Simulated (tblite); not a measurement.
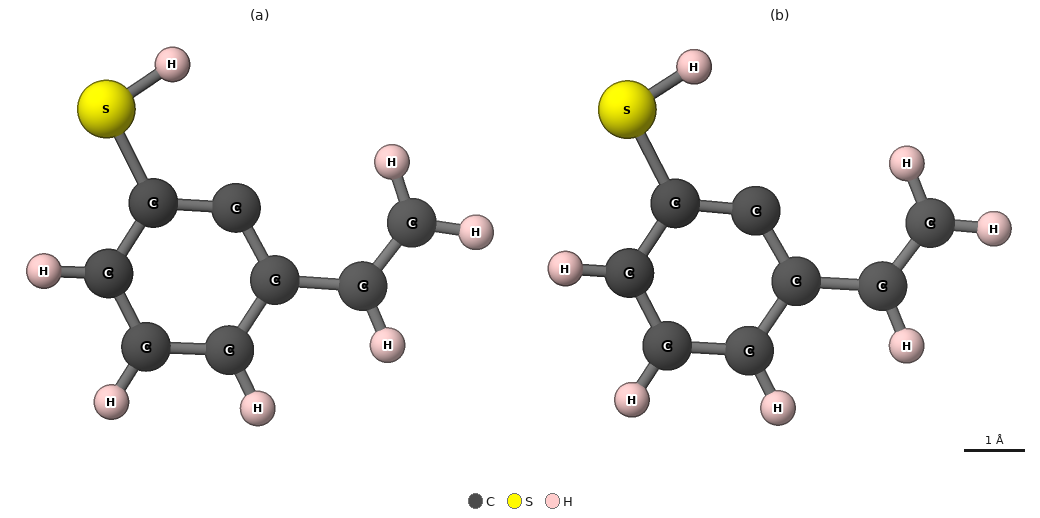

The structure of C8H7S (multiplicity 2) before (left) and after (right) a relaxation, at one scale.

Style: ball-and-stick. Shown face on.

Level of theory: GFN2-xTB geometry optimisation, gas phase (tblite). 

Summarise the run.

The atom that moves furthest after the best rigid fit is an H atom (0.090 Å). By element the largest moves are H 0.090 Å, C 0.049 Å, S 0.019 Å. Near-neighbour distances that change, for instance: C–C 1.396 → 1.360 Å, C–C 1.481 → 1.454 Å, C–C 1.404 → 1.382 Å, C–C 1.347 → 1.327 Å. Among the angles between lasting bonds that change: C–C–C 122.1° → 125.5°, C–C–C 118.5° → 115.6°, C–C–H 119.3° → 122.0°. After 32 geometry steps the energy has fallen by 0.115 eV. The run took 0.23 s on 1 thread of Arm Neoverse V1, on a shared host.
